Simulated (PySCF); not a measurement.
SMILES CC[SiH2]C#N, GFN2-xTB optimised geometry. Atoms within 1.6 Å of the plane z = 0.0 Å (x, y, z in Å): C1 (1.13, -0.21, -1.20), C2 (0.53, -0.93, 0.00), Si3 (-1.37, -0.93, 0.00), C4 (-1.90, 0.86, 0.00), N5 (-2.22, 1.96, 0.00), H7 (0.81, 0.83, -1.22), H8 (2.22, -0.23, -1.16), H9 (0.90, -0.46, 0.92), H10 (0.89, -1.96, 0.02), H11 (-1.92, -1.52, -1.22), H12 (-1.92, -1.53, 1.22).

Computed with PBE0/def2-TZVP in PySCF 2.14.0. Cells within 0.4 Å of a nucleus heavier than hydrogen are left out (blank, or x).

Map of the deformation density (molecule minus spherical neutral atoms) (e/bohr³), clipped to [-0.15, 0.15] on the plane z = 0.0 Å:

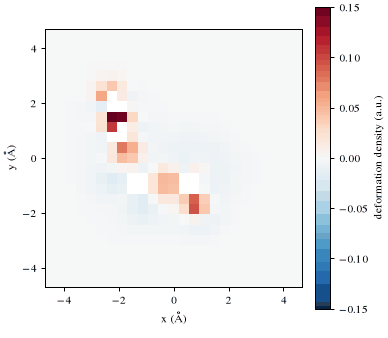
Figure: Deformation density (molecule minus spherical neutral atoms) (e/bohr³), clipped to [-0.15, 0.15] on the plane z = 0.0 Å.
